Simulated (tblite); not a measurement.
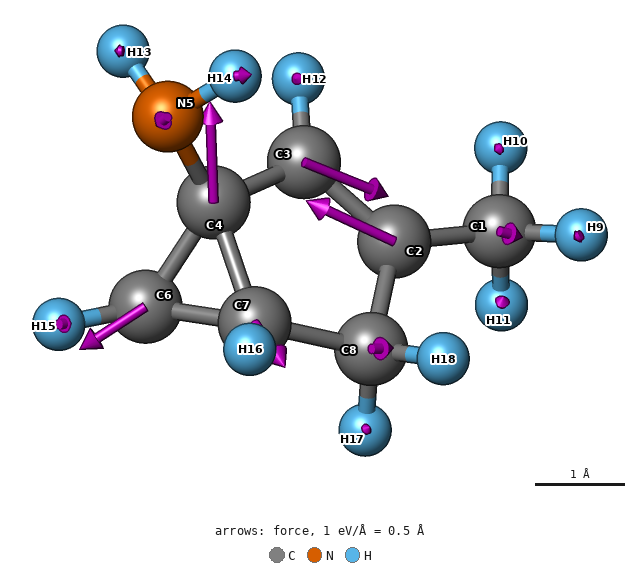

Starting geometry of C7H10N (multiplicity 2) with the computed forces as purple arrows. A ball-and-stick model, seen at a tilt.

The calculation used GFN2-xTB geometry optimisation, gas phase in tblite 0.8.0. 

Q: What follows when this structure is relaxed?

A: It isn't relaxed: the largest force vector, on C4, is 2.39 eV/Å. The final displacements have little in common with the starting forces (cosine between the two patterns 0.00). The energy falls by 0.287 eV in 86 geometry steps. The largest moves after the best rigid fit, 1.15 Å, are those of H13 and H14. By element the largest moves are H 1.15 Å, N 0.19 Å, C 0.18 Å. Near-neighbour distances that change, for instance: C4–C7 1.504 → 1.572 Å, C4–C6 1.431 → 1.468 Å, C4–N5 1.458 → 1.423 Å, C2–C3 1.363 → 1.329 Å. Bond angles that change, for instance: H13–N5–H14 105.8° → 110.3°, C3–C2–C8 108.7° → 111.8°, C6–C7–C8 121.8° → 119.0°. Groups turn about C4–N5 by about 85°. Cost: 0.43 s on 1 thread of Arm Neoverse V2, with other jobs on the host.
